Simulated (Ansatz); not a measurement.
Consider H$_{6}$NSi···H$_{7}$O$_{4}$Si$_{3}$.

Input

```
crystal:
  periodic: [false, false, false]
  atoms:
    - {symbol: Si, position_ang: [-2.084736, 0.162263, -0.678221]}
    - {symbol: N, position_ang: [-2.250034, 1.281270, 0.791329]}
    - {symbol: H, position_ang: [-1.382314, 0.733109, 1.263055]}
    - {symbol: O, position_ang: [-0.514570, -0.293120, 0.910684]}
    - {symbol: Si, position_ang: [1.065595, -0.455868, 0.932609]}
    - {symbol: O, position_ang: [1.578897, -0.775619, 2.450613]}
    - {symbol: O, position_ang: [1.569678, -1.640683, -0.078733]}
    - {symbol: Si, position_ang: [0.952823, -2.897348, -0.914939]}
    - {symbol: O, position_ang: [1.845768, 0.900207, 0.423260]}
    - {symbol: Si, position_ang: [1.606099, 2.244611, -0.452238]}
    - {symbol: H, position_ang: [-2.475500, -1.222508, -0.365806]}
    - {symbol: H, position_ang: [-0.905664, 0.474175, -1.507702]}
    - {symbol: H, position_ang: [-3.232627, 0.693659, -1.492506]}
    - {symbol: H, position_ang: [-3.134777, 1.219270, 1.281337]}
    - {symbol: H, position_ang: [-2.042200, 2.253633, 0.592040]}
    - {symbol: H, position_ang: [2.525284, -0.859405, 2.572950]}
    - {symbol: H, position_ang: [2.054544, -3.526345, -1.685983]}
    - {symbol: H, position_ang: [0.351878, -3.910818, -0.008466]}
    - {symbol: H, position_ang: [-0.095438, -2.437851, -1.867426]}
    - {symbol: H, position_ang: [1.653713, 1.968481, -1.911534]}
    - {symbol: H, position_ang: [0.268656, 2.843433, -0.150113]}
    - {symbol: H, position_ang: [2.644925, 3.245355, -0.104411]}
basis:
  gaussian: {orbitals: def2-TZVPP}
hamiltonian: {xc: pbe0, dispersion: d4}
output: {orbitals: {seedname: orbitals}}
```

Command:

```sh
ansatz run in.yaml --threads 4 --pin off --events-out ev --progress --plain --max-ram 66560MiB --backend cuda --devices 0, --max-vram 37GiB
```

A transition-state structure; geometry: PBE0-D4/def2-TZVP.

The calculation used Ansatz, RKS PBE0-D4/def2-TZVPP.

### Predict the electron density and electron localisation function between the atoms.

O4···H3 (1.39 Å): the density falls to about 0.72 e/Å³ on the way; the ELF climbs to about 0.90 towards the hydrogen, as it does in any bond to H.
Si–N (1.85 Å): the density is about 0.88 e/Å³ at the midpoint; the ELF peaks at about 0.95 between the atoms; a shared but strongly polarised pair.

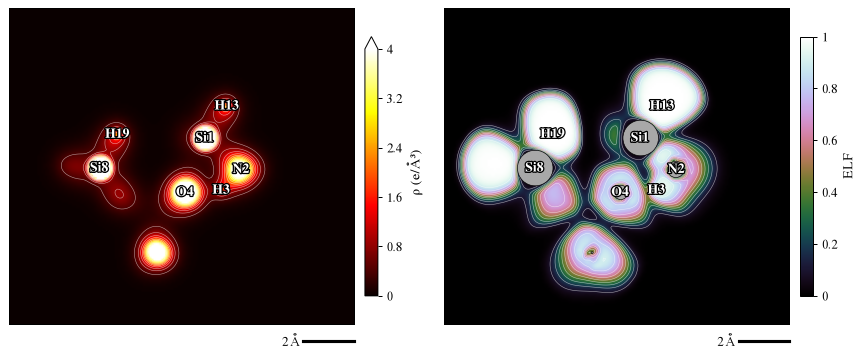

Computed electron density and electron localisation function on the plane of atoms N2, Si1 and H13, in this order. Grey discs cover the atomic cores in the ELF map. 
